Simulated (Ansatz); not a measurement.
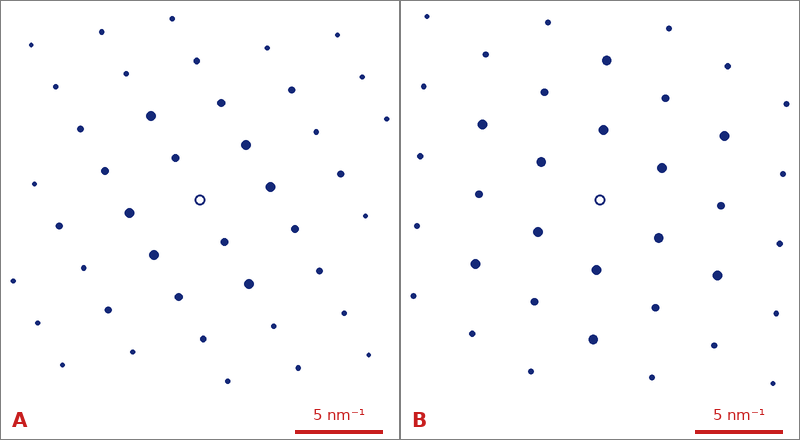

Kinematic electron diffraction patterns (120 kV, B = 0.5 Å², same scale, each along a low-index zone) of two structures of composition Be3As, each relaxed at zero pressure with DFT PBE, scalar-relativistic, plane waves, PAW (Ansatz).

The structures (standard cells):
1. Pm-3m (No. 221), a = 3.518 Å, 4 atoms; generated start, possibly hypothetical
2. P6/mmm (No. 191), a = 4.126 Å, c = 3.311 Å (hexagonal axes), 4 atoms; generated start, possibly hypothetical

> Which pattern belongs to which structure, and along which zone?

A is structure 2 along [101] or an equivalent direction: centred rectangular net of 0 1 0 at d = 3.57 Å and 1 0 -1 at d = 2.43 Å, 70.1° apart. B is structure 1 along [111] or an equivalent direction: hexagonal net of -1 1 0 at d = 2.49 Å and -1 0 1 at d = 2.49 Å, 60.0° apart.

> Rank the structures by their computed energy.

Structure 2 (P6/mmm, 12.20 Å³ an atom) is the lowest of these; structure 1 (Pm-3m, 10.89 Å³ an atom) lies about 88 meV an atom higher. These are static energies at 0 K; other structures, not shown, may lie lower still.
